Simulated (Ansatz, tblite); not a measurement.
# Si(CCH)2Me2 (C6H8Si): which spin state is lowest

Is the singlet the ground state of Si(CCH)2Me2 (C6H8Si)? Other spin states are computed and compared level by level.

Method: as each input shows; program: Ansatz 0.2.0, Gaussian basis.

The runs, in order: triplet, at the geometry of the singlet (GFN1-xTB, GFN2-xTB, PBE0-D4/def2-TZVP, PBE-D4/def2-TZVP, r2SCAN-D4/def2-TZVP); the singlet's energies come from earlier runs.

2 further runs of the same task are left out: 2 set aside as unsound or not needed.

### Step 1. The structure

The geometry is that of the singlet, from an earlier relaxation (PBE0-D4/def2-SVP).

15 atoms, charge 0, spin multiplicity 1.

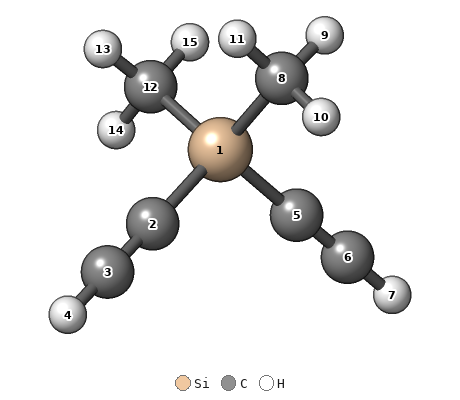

The geometry (silicon light orange, carbon grey, hydrogen white); atoms are numbered from 1 in the order of the file.

### Step 2. Triplet at the fixed geometry, GFN1-xTB

Tight binding, by tblite at 300 K electronic temperature and without a spin-polarisation term:

```python
tblite.interface.Calculator('GFN1-xTB', numbers, positions, charge=0, uhf=2).singlepoint()
```

Energy -504.2783 eV; 0.029 s.

### Step 3. Triplet at the fixed geometry, GFN2-xTB

Tight binding, by tblite at 300 K electronic temperature and without a spin-polarisation term:

```python
tblite.interface.Calculator('GFN2-xTB', numbers, positions, charge=0, uhf=2).singlepoint()
```

Energy -497.7887 eV; 0.028 s.

### Step 4. Triplet at the fixed geometry, PBE0-D4/def2-TZVP

Contents of in.yaml:

```yaml
crystal:
  periodic: [false, false, false]
  atoms:
    - {symbol: Si, position_ang: [-0.051804, -0.000082, -0.036010]}
    - {symbol: C, position_ang: [-0.029709, -0.007873, 1.806374]}
    - {symbol: C, position_ang: [-0.029406, -0.011178, 3.023537]}
    - {symbol: H, position_ang: [-0.027928, -0.014065, 4.099391]}
    - {symbol: C, position_ang: [1.697038, 0.005623, -0.615968]}
    - {symbol: C, position_ang: [2.845057, 0.008653, -1.020376]}
    - {symbol: H, position_ang: [3.862707, 0.009999, -1.369474]}
    - {symbol: C, position_ang: [-0.904574, 1.553625, -0.635716]}
    - {symbol: H, position_ang: [-0.891017, 1.597837, -1.735819]}
    - {symbol: H, position_ang: [-0.397837, 2.449025, -0.246035]}
    - {symbol: H, position_ang: [-1.951974, 1.571978, -0.296532]}
    - {symbol: C, position_ang: [-0.899073, -1.551724, -0.648687]}
    - {symbol: H, position_ang: [-1.935543, -1.593571, -0.279472]}
    - {symbol: H, position_ang: [-0.368354, -2.448442, -0.295745]}
    - {symbol: H, position_ang: [-0.917583, -1.569805, -1.749469]}
basis:
  gaussian: {orbitals: def2-TZVP}
magnetization: {spin_polarized: true, initial_magnetization: 2}
hamiltonian: {xc: pbe0, dispersion: d4}
scf: {omitted_lower_state_checks: [starts]}
output: {orbitals: {seedname: orbitals}}
```

Started as:

```bash
ansatz run in.yaml --threads 4 --pin off --events-out ev --progress --plain --max-ram 4787MiB
```

Log:

```text
Functional definition: PBE0
  name "PBE0"
  cite "Adamo & Barone, J. Chem. Phys. 110, 6158 (1999) doi:10.1063/1.478522"
  cite "Perdew, Burke & Ernzerhof, Phys. Rev. Lett. 77, 3865 (1996) doi:10.1103/PhysRevLett.77.3865"
  parent pbe
  parameter a = 0.25
  parameter kappa = 0.804
  parameter beta = 0.06672455060314922
  exchange = (1 - a)*pbe_x(kappa = kappa, mu = beta*pi^2/3) + a*exact_x
  correlation = pbe_c(beta = beta)
these checks for a lower state are left out or cut short: starts
1700 factors; their error is unknown
mean field evaluation 1: about -14198.9254 eV, gradient 5.5e1 eV
mean field evaluation 2: about -14198.1563 eV, gradient 5.4e1 eV
mean field evaluation 4: about -14212.0714 eV, gradient 1.1e1 eV
mean field evaluation 8: about -14212.9028 eV, gradient 3.4e-1 eV
mean field evaluation 16: about -14212.9072 eV, gradient 1.1e-1 eV
mean field evaluation 32: about -14213.8764 eV, gradient 7.4e-5 eV
mean field -14213.87642421 eV, -522.3503240783 hartree, gradient 7.8e-6 eV, S^2 2.007934; 0 other end points of the search recorded, 0 dependent functions left out
reference -14213.87646491 eV, -522.3503255741 hartree; 30, 28 occupied and 241, 243 virtual orbitals, 1700 factors
Total energy: -14214.19034148 eV, -522.3618603253 hartree
Checks for a lower state left out: starts
```

Wall time 37 s (4 threads of Intel Xeon at 2.70GHz, shared host); peak memory 1.5 GiB.

Report: HOMO -3.27 eV, LUMO -4.84 eV (over both spins; with the spin held, an empty level of the minority spin lies below the top filled one); ⟨S²⟩ 2.008 (pure: 2.00).

### Step 5. Triplet at the fixed geometry, PBE-D4/def2-TZVP

start.molden holds the orbitals of an earlier run on this state, given as this run's starting guess.

Changes to in.yaml since step 4:

```diff
@@ -19,5 +19,5 @@
 basis:
-  gaussian: {orbitals: def2-TZVP}
+  gaussian: {orbitals: def2-TZVP, initial_orbitals: start.molden}
 magnetization: {spin_polarized: true, initial_magnetization: 2}
-hamiltonian: {xc: pbe0, dispersion: d4}
+hamiltonian: {xc: pbe, dispersion: d4}
 scf: {omitted_lower_state_checks: [starts]}
```

Launched as before.

Log:

```text
Functional definition: PBE
  name "PBE"
  cite "Perdew, Burke & Ernzerhof, Phys. Rev. Lett. 77, 3865 (1996) doi:10.1103/PhysRevLett.77.3865"
  parent pbe
  parameter kappa = 0.804
  parameter beta = 0.06672455060314922
  exchange = pbe_x(kappa = kappa, mu = beta*pi^2/3)
  correlation = pbe_c(beta = beta)
these checks for a lower state are left out or cut short: starts
1684 factors; their error is unknown
mean field evaluation 1: about -14212.2440 eV, gradient 7.7e0 eV
mean field evaluation 2: about -14212.4096 eV, gradient 3.5e-1 eV
mean field evaluation 4: about -14212.3824 eV, gradient 3.3e-1 eV
mean field evaluation 8: about -14212.3840 eV, gradient 5.6e-4 eV
mean field -14212.38395423 eV, -522.2954768181 hartree, gradient 7.7e-6 eV, S^2 2.005416; 0 other end points of the search recorded, 0 dependent functions left out
reference -14212.38400964 eV, -522.2954788546 hartree; 30, 28 occupied and 241, 243 virtual orbitals, 1684 factors
Total energy: -14212.74856053 eV, -522.3088758525 hartree
Checks for a lower state left out: starts
```

It took 12 s on 4 threads of Intel Xeon at 2.70GHz, shared host; peak memory 0.99 GiB.

From the report: HOMO -2.11 eV, LUMO -6.27 eV (over both spins; with the spin held, an empty level of the minority spin lies below the top filled one); ⟨S²⟩ 2.005 (pure: 2.00).

### Step 6. Triplet at the fixed geometry, r2SCAN-D4/def2-TZVP

Changes to in.yaml since step 5:

```diff
@@ -21,3 +21,3 @@
 magnetization: {spin_polarized: true, initial_magnetization: 2}
-hamiltonian: {xc: pbe, dispersion: d4}
+hamiltonian: {xc: r2scan, dispersion: d4}
 scf: {omitted_lower_state_checks: [starts]}
```

The command is unchanged.

Log:

```text
Functional definition: r2SCAN
  name "r2SCAN"
  cite "Furness, Kaplan, Ning, Perdew & Sun, J. Phys. Chem. Lett. 11, 8208 (2020) doi:10.1021/acs.jpclett.0c02405"
  cite "Furness, Kaplan, Ning, Perdew & Sun, J. Phys. Chem. Lett. 11, 9248 (2020) doi:10.1021/acs.jpclett.0c03077"
  parent r2scan
  parameter k0 = 0.174
  parameter k1 = 0.065
  parameter a1 = 4.9479
  exchange = r2scan_x(k0 = k0, k1 = k1, a1 = a1)
  correlation = r2scan_c
these checks for a lower state are left out or cut short: starts
1684 factors; their error is unknown
mean field evaluation 1: about -14220.7030 eV, gradient 4.8e0 eV
mean field evaluation 2: about -14220.7655 eV, gradient 1.0e-1 eV
mean field evaluation 4: about -14220.7305 eV, gradient 8.7e-3 eV
mean field evaluation 8: about -14220.7305 eV, gradient 2.1e-5 eV
mean field -14220.73048718 eV, -522.6022062466 hartree, gradient 8.4e-6 eV, S^2 2.011143; 0 other end points of the search recorded, 0 dependent functions left out
reference -14220.73050511 eV, -522.6022069055 hartree; 30, 28 occupied and 241, 243 virtual orbitals, 1684 factors
Total energy: -14220.82913217 eV, -522.6058313830 hartree
Checks for a lower state left out: starts
```

Run time: 19 s. Hardware: 4 threads of Intel Xeon at 2.70GHz, shared host; peak memory 1.1 GiB.

Report: HOMO -2.45 eV, LUMO -5.61 eV (over both spins; with the spin held, an empty level of the minority spin lies below the top filled one); ⟨S²⟩ 2.011 (pure: 2.00).

### Step 7. Triplet less singlet, vertical

The singlet's energies are those of its earlier runs, whose logs aren't repeated here.

| level | triplet less singlet, vertical (kcal/mol) | time |
| --- | --- | --- |
| GFN1-xTB | +116.6 | 0.041 s |
| GFN2-xTB | +115.4 | 0.037 s |
| PBE-D4/def2-TZVP | +116.2 | 14 s |
| r2SCAN-D4/def2-TZVP | +112.3 | 25 s |
| PBE0-D4/def2-TZVP | +115.0 | 42 s |

Times add the two runs; a level without a time comes out of a correlated run. Tight binding without a spin term can't rank spin states.

### Step 8. Outcome

| quantity | value |
| --- | --- |
| triplet less singlet, vertical, functionals in def2-TZVP | +112.3 (r2SCAN-D4) to +116.2 kcal/mol (PBE-D4) |

In words: All functionals put the triplet above the singlet, over a spread of 3.9 kcal/mol. The checks for a lower triplet were left out, so another state of that spin may lie lower. These are electronic energies, without zero-point motion, entropy or surroundings.
